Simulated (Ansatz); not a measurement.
```yaml
crystal:
  periodic: [false, false, false]
  atoms:
    - {symbol: C, position_ang: [0.324126, -0.870448, 0.680749]}
    - {symbol: Si, position_ang: [0.791581, -2.124798, 1.660609]}
    - {symbol: Al, position_ang: [-0.197470, 0.530036, -0.414234]}
    - {symbol: H, position_ang: [-1.551283, 0.488531, -1.516044]}
    - {symbol: H, position_ang: [0.768826, 2.431242, -0.513788]}
basis:
  gaussian: {orbitals: "def2-TZVPPD.json"}
total_charge: -1
correlation: {method: ccsd_t}
```

Geometry: moved along internal coordinates away from the minimum.

Describe the molecule in this file.

It has 5 atoms: 1 carbon, 2 hydrogen, 1 aluminium and 1 silicon (CH2AlSi(-)). Judged by distances it falls into 2 fragments: CHAlSi, H. All atoms lie on one plane. Coordination: 1 C linear; 1 Al bent.

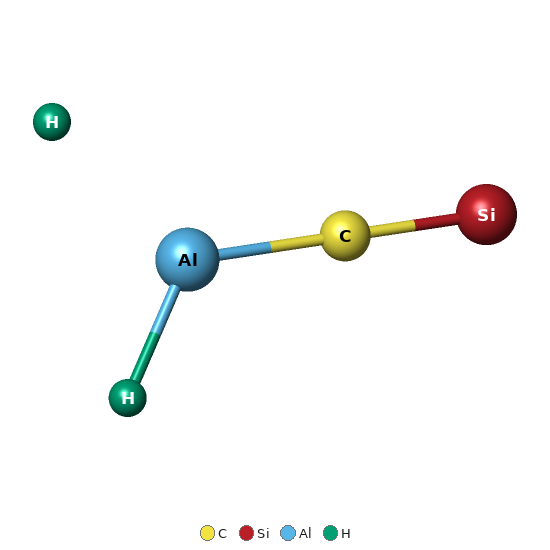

Simulated data, not a measurement (program: Ansatz).
